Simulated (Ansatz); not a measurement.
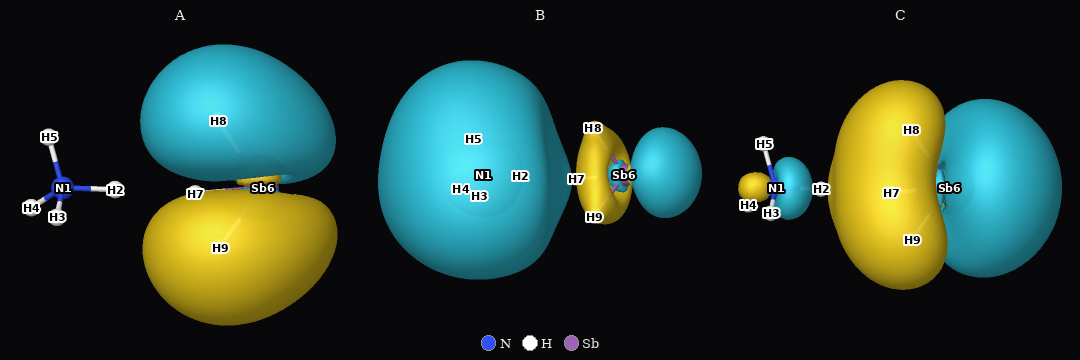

Figure 1: NH₄···H₃Sb (SMILES [NH4+].[SbH3]) (charge +1). Three frontier orbitals at ±0.05 Å⁻³ᐟ² (yellow and cyan are the two phases), in no order.

Geometry: PBE0-D4/def2-TZVP; core potentials replace the inner electrons of Sb.

Level of theory: RKS PBE0-D4/def2-TZVPPD (Ansatz 0.2.0).

```xyz
9

N     0.0149    0.1762   -1.3615
H    -0.3445    0.1587   -0.3809
H     0.9668    0.5472   -1.3612
H    -0.5836    0.7682   -1.9402
H     0.0211   -0.7743   -1.7357
Sb   -0.2164   -0.2674    2.4223
H    -1.2295    0.2458    1.1076
H     0.3293   -1.5723    1.4506
H     1.0419    0.7179    1.7991
```

Which picture is the HOMO−1, the HOMO and the LUMO?

Answer. A is the HOMO−1 (−13.63 eV). Its weight (Hirshfeld) is mainly on Sb6 (about 50 %), H8 (about 25 %) and H9 (about 25 %). C is the HOMO (−11.82 eV). By Hirshfeld shares it lies mainly on Sb6 (about 75 %), H9 (about 10 %) and H8 (about 10 %). B is the LUMO (−5.32 eV). By Hirshfeld shares it lies mainly on H4 (about 20 %), H5 (about 20 %), H3 (about 20 %), N1 (about 20 %), Sb6 (about 10 %) and H2 (about 5 %).

What is the HOMO–LUMO gap?

Answer. 6.50 eV between the orbital energies.
